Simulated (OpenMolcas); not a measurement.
## Multiconfigurational calculation, with input and output: Ti²⁺ complex

- system: Ti²⁺ with 6 ligands (F; octahedron, 2.08 Å), neutralised by 6 outer point charges of +0.67 e, whose field is part of the energies.
- method: state-averaged CASSCF, active space 2 electrons in the shell 3d, basis ANO-RCC-VDZP on the metal and ANO-RCC-VDZP on the ligands, DKH2 scalar Hamiltonian, spin-orbit coupling by RASSI with atomic mean-field integrals (OpenMolcas)

## Key numbers

| quantity | value |
| --- | --- |
| outcome | converged |
| energy of the lowest spin-free term | −1451.27249 hartree |
| energy of the lowest spin-orbit level | −1451.27290 hartree |
| largest spread among components of a term | 0.0 cm⁻¹ |
| hardware | 1 thread of Arm Neoverse V1, 24 GiB of memory available, shared host |
| wall time | 13 s |
| peak memory | 0.18 GiB |

## Remarks

Without dynamic correlation the splittings between terms come out too large, often by 20 to 50 %. To bear in mind: distances are set from ionic radii, not optimised.

## Input file
```
&GATEWAY
Coord
7

Ti 0.0 0.0 0.0
F 2.080000 0.000000 0.000000
F 0.000000 2.080000 0.000000
F -2.080000 0.000000 0.000000
F 0.000000 -2.080000 0.000000
F 0.000000 0.000000 2.080000
F 0.000000 0.000000 -2.080000
Basis=Ti.ANO-RCC-VDZP,F.ANO-RCC-VDZP
Group=XYZ
NoMove
AngMom=0.0 0.0 0.0
AMFI
RICD
XField
3 Angstrom 0
5.280000 0.000000 0.000000 0.666667
0.000000 5.280000 0.000000 0.666667
0.000000 0.000000 5.280000 0.666667
&SEWARD
&RASSCF
FileOrb=start.orb
Symmetry=1
Spin=3
nActEl=2 0 0
Inactive=18 21
Ras2=5 0
CIRoot=10 10 1
SDav=10
CIMx=300
Iter=150 100
PrWF=0.3
OrbListing=Nothing
MaxOrb=0
LevShft=1.0
>>> COPY $Project.JobIph JOB001
&RASSCF
FileOrb=start.orb
Symmetry=1
Spin=1
nActEl=2 0 0
Inactive=18 21
Ras2=5 0
CIRoot=15 15 1
SDav=15
CIMx=300
Iter=150 100
PrWF=0.3
OrbListing=Nothing
MaxOrb=0
LevShft=1.0
>>> COPY $Project.JobIph JOB002
&RASSI
NrOfJobIphs=2 10 15
1 2 3 4 5 6 7 8 9 10
1 2 3 4 5 6 7 8 9 10 11 12 13 14 15
IphNames
JOB001
JOB002
EJob
SpinOrbit
DIPRint=1.0
SOCoupling=1000.0
Subsets=2
Property=9
'ANGMOM' 1 'ANGMOM' 2 'ANGMOM' 3 'MLTPL  1' 1 'MLTPL  1' 2 'MLTPL  1' 3
'AMFI' 1 'AMFI' 2 'AMFI' 3
SOProperty=3
'ANGMOM' 1 'ANGMOM' 2 'ANGMOM' 3
```

The file start.orb holds starting orbitals from an earlier step. A driver script formed the levels outside the program, from RASSI's spin-orbit matrix and the active-space energies, averaged over the components of each term or state.

Launched with:
```bash
OMP_NUM_THREADS=1 MOLCAS_MEM=2457 MOLCAS_PROJECT=a pymolcas a.inp > a.log  # once for each step of the input, in one work folder
```

## Output (extracts)
```
--- SEWARD ---
Basis set label: TI.ANO-RCC...5S4P2D1F.

      Electronic valence basis set:
      ------------------
      Associated Effective Charge  22.000000 au
      Associated Actual Charge     22.000000 au
      Nuclear Model: Point charge

      Shell  nPrim  nBasis  Cartesian Spherical Contaminant
         s      21       5        X
         p      15       4        X
         d      10       2                 X
         f       6       1                 X
                  Relativistic Douglas-Kroll-Hess integrals:
                    - DKH order of Hamiltonian: 2
                    - DKH order of Properties : 0
                  Atomic mean-field integrals
--- RASSCF ---
Wave function specifications:
      -----------------------------

      Number of closed shell electrons          78
      Number of electrons in active shells       2
      Max number of holes in RAS1 space          0
      Max nr of electrons in RAS3 space          0
      Number of inactive orbitals               39
      Number of active orbitals                  5
      Number of secondary orbitals              74
      Spin quantum number                      1.0
      State symmetry                             1
Orbital specifications:
      -----------------------

      Symmetry species                           1   2
                                                ag  au
      Frozen orbitals                            0   0
      Inactive orbitals                         18  21
      Active orbitals                            5   0
      RAS1 orbitals                              0   0
      RAS2 orbitals                              5   0
      RAS3 orbitals                              0   0
      Secondary orbitals                        34  40
      Deleted orbitals                           0   0
      Number of basis functions                 57  61
      Number of CSFs                            10
      Number of root(s) required                10
      Iter CI   SX   CI       RASSCF       Energy    max ROT     max BLB   max BLB  Level Ln srch  Step   QN
          iter iter root      energy       change     param      element    value   shift minimum  type update
 Nr of preliminary CI iterations:   1
      Total energies have been shifted. Add                -1000.00 au
        1   1   10    0  -450.44110748    0.00E+00   6.27E-02   11  38 2 -3.56E-01*  0.96   0.00    SX    NO
        2   1   10    0  -451.16193381   -7.21E-01* -2.39E-02    9  36 2 -8.01E-02*  1.01   0.00    SX    NO
        3   1    9    0  -451.20601228   -4.41E-02* -1.13E-02   15  49 1  3.81E-02*  1.03   0.00    SX    NO
        4   1    9    0  -451.21261388   -6.60E-03* -6.32E-03   18  21 1  1.99E-02*  1.04   0.00    SX    NO
        5   1    9    0  -451.21458726   -1.97E-03* -8.14E-03   18  21 1  1.12E-02*  1.04   2.36    LS   YES
        6   1    8    0  -451.21557357   -9.86E-04*  1.87E-03   15  49 1 -4.99E-03*  1.04   1.06    QN   YES
        7   1    8    0  -451.21571903   -1.45E-04*  2.15E-03    6  24 1 -2.96E-03*  1.04   2.16    LS   YES
        8   1    7    0  -451.21577834   -5.93E-05* -7.52E-04   18  21 1 -1.73E-03*  1.04   1.02    QN   YES
        9   1    7    0  -451.21579518   -1.68E-05* -4.80E-04   18  21 1 -7.54E-04*  1.04   1.64    LS   YES
       10   1    7    0  -451.21579820   -3.02E-06*  2.35E-04   15  49 1  9.85E-04*  1.04   1.00    QN   YES
       11   1    6    0  -451.21580105   -2.85E-06*  1.42E-04    8  35 2  3.03E-04*  1.04   1.60    LS   YES
       12   1    6    0  -451.21580151   -4.66E-07* -8.98E-05   15  27 1  1.23E-04*  1.04   1.00    QN   YES
       13   1    6    0  -451.21580164   -1.28E-07* -5.78E-05   15  27 1  4.93E-05   1.04   1.64    LS   YES
       14   1    6    0  -451.21580167   -3.14E-08* -4.13E-05    3  34 2 -4.43E-05   1.04   1.30    QN   YES
       15   1    5    0  -451.21580168   -9.93E-09  -1.87E-05   18  28 2 -1.38E-05   1.04   1.45    QN   YES
      Convergence after 15 iterations
       16   1    5    0  -451.21580169   -5.03E-09  -1.87E-05   15  27 1 -4.87E-06   1.04   1.45    QN   YES
      Natural orbitals and occupation numbers for root  1
      sym 1:   0.055249   0.944751   0.055249   0.944751  -0.000000
      Natural orbitals and occupation numbers for root  2
      sym 1:   0.944744   0.944744   0.055256   0.055256   0.000000
      Natural orbitals and occupation numbers for root  3
      sym 1:   0.944749   0.055251  -0.000000   0.944749   0.055251
::    RASSCF root number  1 Total energy:  -1451.27249173
::    RASSCF root number  2 Total energy:  -1451.27249173
::    RASSCF root number  3 Total energy:  -1451.27249173
::    RASSCF root number  4 Total energy:  -1451.22247999
::    RASSCF root number  5 Total energy:  -1451.22247999
::    RASSCF root number  6 Total energy:  -1451.22247999
::    RASSCF root number  7 Total energy:  -1451.16930055
::    RASSCF root number  8 Total energy:  -1451.16930055
::    RASSCF root number  9 Total energy:  -1451.16930055
::    RASSCF root number 10 Total energy:  -1451.16520004
--- RASSCF ---
Wave function specifications:
      -----------------------------

      Number of closed shell electrons          78
      Number of electrons in active shells       2
      Max number of holes in RAS1 space          0
      Max nr of electrons in RAS3 space          0
      Number of inactive orbitals               39
      Number of active orbitals                  5
      Number of secondary orbitals              74
      Spin quantum number                      0.0
      State symmetry                             1
Orbital specifications:
      -----------------------

      Symmetry species                           1   2
                                                ag  au
      Frozen orbitals                            0   0
      Inactive orbitals                         18  21
      Active orbitals                            5   0
      RAS1 orbitals                              0   0
      RAS2 orbitals                              5   0
      RAS3 orbitals                              0   0
      Secondary orbitals                        34  40
      Deleted orbitals                           0   0
      Number of basis functions                 57  61
      Number of CSFs                            15
      Number of root(s) required                15
      Iter CI   SX   CI       RASSCF       Energy    max ROT     max BLB   max BLB  Level Ln srch  Step   QN
          iter iter root      energy       change     param      element    value   shift minimum  type update
 Nr of preliminary CI iterations:   1
      Total energies have been shifted. Add                -1000.00 au
        1   1    9    0  -451.15833201    0.00E+00  -8.85E-03   20  26 1 -6.01E-03*  1.05   0.00    SX    NO
        2   1    9    0  -451.15890168   -5.70E-04*  4.33E-03    8  34 2 -4.61E-03*  1.04   0.00    SX    NO
        3   1    8    0  -451.15907737   -1.76E-04*  2.59E-03    8  34 2 -2.42E-03*  1.04   0.00    SX    NO
        4   1    8    0  -451.15914267   -6.53E-05*  1.57E-03   12  21 1  1.60E-03*  1.04   0.00    SX    NO
        5   1    8    0  -451.15916808   -2.54E-05*  2.33E-03   12  21 1  1.07E-03*  1.04   2.50    LS   YES
        6   1    7    0  -451.15918450   -1.64E-05*  3.07E-04   12  21 1  2.95E-04*  1.04   1.15    QN   YES
        7   1    6    0  -451.15918518   -6.84E-07*  1.37E-04   10  24 1  1.44E-04*  1.04   1.32    QN   YES
        8   1    6    0  -451.15918533   -1.48E-07* -4.91E-05   10  24 1  6.89E-05   1.04   1.31    QN   YES
        9   1    5    0  -451.15918535   -2.44E-08* -2.05E-05   10  24 1  3.03E-05   1.04   1.24    QN   YES
       10   1    5    0  -451.15918536   -3.65E-09  -1.00E-05   10  24 1  1.49E-05   1.04   1.58    QN   YES
      Convergence after 10 iterations
       11   1    5    0  -451.15918536   -4.24E-09  -1.00E-05   10  24 1  4.52E-06   1.04   1.58    QN   YES
      Natural orbitals and occupation numbers for root  1
      sym 1:   0.000000   0.949108   0.051320   0.947978   0.051594
      Natural orbitals and occupation numbers for root  2
      sym 1:   0.946158   0.951049   0.000000   0.051990   0.050803
      Natural orbitals and occupation numbers for root  3
      sym 1:   0.949000   0.051574   0.051350   0.948077   0.000000
::    RASSCF root number  1 Total energy:  -1451.21815063
::    RASSCF root number  2 Total energy:  -1451.21815063
::    RASSCF root number  3 Total energy:  -1451.21815063
::    RASSCF root number  4 Total energy:  -1451.21724305
::    RASSCF root number  5 Total energy:  -1451.21724305
::    RASSCF root number  6 Total energy:  -1451.16346828
::    RASSCF root number  7 Total energy:  -1451.15823473
::    RASSCF root number  8 Total energy:  -1451.15823473
::    RASSCF root number  9 Total energy:  -1451.15823473
::    RASSCF root number 10 Total energy:  -1451.14674285
::    RASSCF root number 11 Total energy:  -1451.14674285
::    RASSCF root number 12 Total energy:  -1451.14674285
::    RASSCF root number 13 Total energy:  -1451.10123058
::    RASSCF root number 14 Total energy:  -1451.10123058
::    RASSCF root number 15 Total energy:  -1451.01798025
--- RASSI ---
SPIN-FREE ENERGIES:
  (Shifted by EMIN (a.u.) =      -1451.2724917313)

 SF State       Relative EMIN(au)   Rel lowest level(eV)    D:o, cm**(-1)

     1             0.0000000000        0.0000000000              0.0000
     2             0.0000000000        0.0000000000              0.0000
     3             0.0000000000        0.0000000000              0.0000
     4             0.0500117373        1.3608887014          10976.3076
     5             0.0500117373        1.3608887014          10976.3076
     6             0.0500117373        1.3608887014          10976.3076
    11             0.0543411038        1.4786967639          11926.4937
    12             0.0543411038        1.4786967639          11926.4937
    13             0.0543411038        1.4786967639          11926.4937
    14             0.0552486820        1.5033932247          12125.6841
    15             0.0552486820        1.5033932247          12125.6841
     8             0.1031911830        2.8079751368          22647.8468
     9             0.1031911830        2.8079751368          22647.8468
     7             0.1031911830        2.8079751368          22647.8468
    10             0.1072916953        2.9195557614          23547.8053
    16             0.1090234492        2.9666791870          23927.8813
    17             0.1142570039        3.1090914633          25076.5138
    18             0.1142570039        3.1090914633          25076.5138
    19             0.1142570039        3.1090914633          25076.5138
    20             0.1257488768        3.4218012562          27598.6884
    21             0.1257488768        3.4218012562          27598.6884
    22             0.1257488768        3.4218012562          27598.6884
    23             0.1712611483        4.6602532544          37587.4774
    24             0.1712611483        4.6602532544          37587.4774
    25             0.2545114850        6.9256103230          55858.8144
     Dipole printing threshold changed to   1.00000000E+00
Eigenvalues of complex Hamiltonian:
   -----------------------------------
  (Shifted by EMIN (a.u.) =      -1451.2724917313)

 SO State       Relative EMIN(au)   Rel lowest level(eV)    D:o, cm**(-1)

     1            -0.0004058241        0.0000000000              0.0000
     2            -0.0004058241        0.0000000000              0.0000
     3            -0.0003942797        0.0003141378              2.5337
     4            -0.0003942797        0.0003141378              2.5337
     5            -0.0003942797        0.0003141378              2.5337
     6             0.0003763517        0.0212840868            171.6677
     7             0.0003763517        0.0212840868            171.6677
     8             0.0003763517        0.0212840868            171.6677
     9             0.0007623758        0.0317883375            256.3902
    10             0.0497312611        1.3642995908          11003.8183
    11             0.0497638317        1.3651858815          11010.9667
    12             0.0497638317        1.3651858815          11010.9667
    13             0.0497638317        1.3651858815          11010.9667
    14             0.0501556016        1.3758464837          11096.9503
    15             0.0501556016        1.3758464837          11096.9503
    16             0.0501556016        1.3758464836          11096.9503
    17             0.0501627158        1.3760400705          11098.5116
    18             0.0501627158        1.3760400705          11098.5116
    19             0.0544397559        1.4924242615          12037.2135
    20             0.0544397559        1.4924242615          12037.2135
    21             0.0544397559        1.4924242615          12037.2135
    22             0.0552448758        1.5143326885          12213.9168
    23             0.0552448758        1.5143326885          12213.9168
    24             0.1026608014        2.8045857540          22620.5096
    25             0.1029480731        2.8124028176          22683.5585
    26             0.1029480731        2.8124028176          22683.5585
    27             0.1029480731        2.8124028176          22683.5585
    28             0.1034287173        2.8254818126          22789.0477
    29             0.1034287173        2.8254818126          22789.0477
    30             0.1034287173        2.8254818126          22789.0477
    31             0.1034415512        2.8258310399          22791.8644
    32             0.1034415512        2.8258310399          22791.8644
    33             0.1072634198        2.9298293813          23630.6676
    34             0.1072634198        2.9298293813          23630.6676
    35             0.1072634198        2.9298293813          23630.6676
    36             0.1090623043        2.9787795233          24025.4771
    37             0.1143108020        3.1215984220          25177.3892
    38             0.1143108020        3.1215984220          25177.3892
    39             0.1143108020        3.1215984220          25177.3892
    40             0.1257522469        3.4329359973          27688.4961
    41             0.1257522469        3.4329359973          27688.4961
Weights of the five most important spin-orbit-free states for each spin-orbit state.

 SO State  Total energy (au)           Spin-free states, spin, and weights
 -------------------------------------------------------------------------------------------------------
    1        -0.000406       3 1.0  0.6662    2 1.0  0.1764    1 1.0  0.1570    6 1.0  0.0002    5 1.0  0.0002
    2        -0.000406       1 1.0  0.5094    2 1.0  0.4900    4 1.0  0.0002    3 1.0  0.0002   14 0.0  0.0001
    3        -0.000394       2 1.0  0.4997    3 1.0  0.4952    1 1.0  0.0050   11 0.0  0.0001    5 1.0  0.0001
    4        -0.000394       1 1.0  0.4973    3 1.0  0.3510    2 1.0  0.1516    6 1.0  0.0001   12 0.0  0.0000
    5        -0.000394       1 1.0  0.4975    2 1.0  0.3486    3 1.0  0.1537    6 1.0  0.0001   13 0.0  0.0000
    6         0.000376       3 1.0  0.4922    2 1.0  0.4885    1 1.0  0.0192    4 1.0  0.0001    5 1.0  0.0001
    7         0.000376       3 1.0  0.4992    1 1.0  0.4890    2 1.0  0.0116    4 1.0  0.0001    6 1.0  0.0001
    8         0.000376       2 1.0  0.4998    1 1.0  0.4916    3 1.0  0.0085    5 1.0  0.0001    6 1.0  0.0001
    9         0.000762       2 1.0  0.3333    3 1.0  0.3333    1 1.0  0.3333   16 0.0  0.0000    7 1.0  0.0000
   10         0.049731       6 1.0  0.3333    5 1.0  0.3333    4 1.0  0.3333   14 0.0  0.0000   15 0.0  0.0000
   11         0.049764       6 1.0  0.4889    5 1.0  0.4194    4 1.0  0.0695   13 0.0  0.0187   12 0.0  0.0031
   12         0.049764       6 1.0  0.4889    4 1.0  0.4194    5 1.0  0.0695   12 0.0  0.0187   13 0.0  0.0031
```

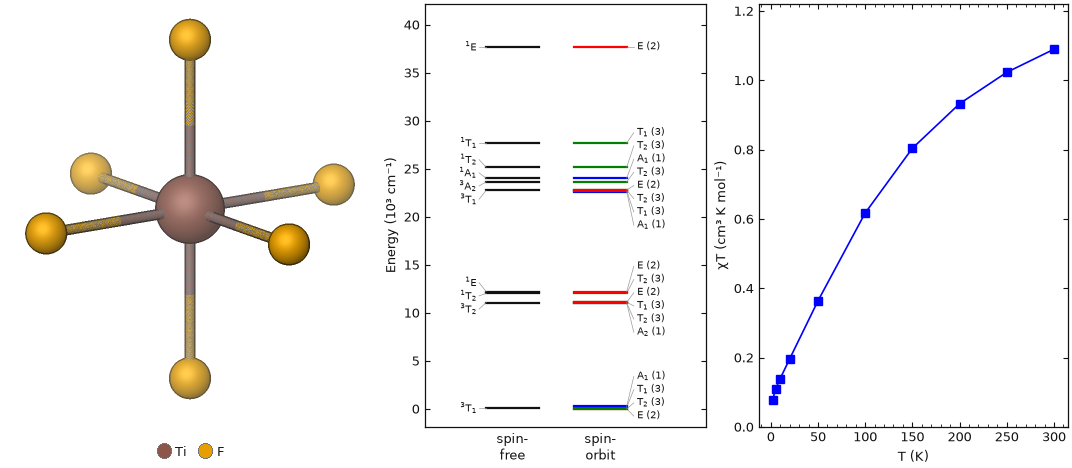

Ti²⁺ (3d²) with 6 ligands, F⁻, at 2.08 Å (arrangement: octahedron, Oh), neutralised by outer point charges of +0.67 e, and its levels and susceptibility. Labels give the representation in O, Td, D4 or D3 as the site allows (double group for half-integer spin) where it could be assigned and, in brackets, the degeneracy; spin-free states, where drawn, share the zero of the spin-orbit levels. Powder susceptibility by Van Vleck's formula. The ground level is E, doubly degenerate, 100 % from states of spin multiplicity 3. Its principal g values are all close to zero. The next level lies at 2.5 cm⁻¹ (T₂). The lowest spin-free state is ³T₁, from the free-ion F term; of the same spin there follow at 11,000 cm⁻¹ (³T₂), 22,600 cm⁻¹ (³T₁) and 23,500 cm⁻¹ (³A₂) above it. χT is 0.0778 cm³ K mol⁻¹ at 2 K and 1.09 at 300 K, an effective moment of 2.95 μB. The active orbitals hold 92 to 96 % metal character (Löwdin), and the Mulliken charge of the metal is +1.72.
